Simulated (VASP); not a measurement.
Band structure of AgI (wurtzite). Computed with optB88-vdW, VASP's PBE PAW potentials (set 64) (plane waves; VASP 6.6.1).

Unless said otherwise, spin-orbit coupling is left out, though it shifts the bands of the heavy elements here.

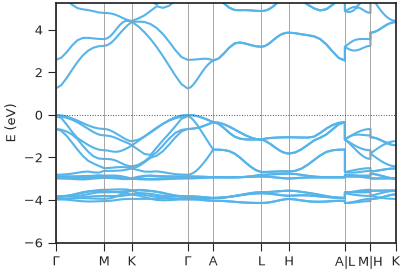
Figure: Bands along high-symmetry lines, zero at the valence-band maximum or, without a gap, the Fermi level

Q: Read the plot: is there a gap, and where are the band edges?

A: The gap is direct, 1.24 eV, from the valence maximum at Γ to the conduction minimum at Γ. (Edges off the drawn lines would not show.)

The compound is AgI in the wurtzite structure. It was relaxed first.
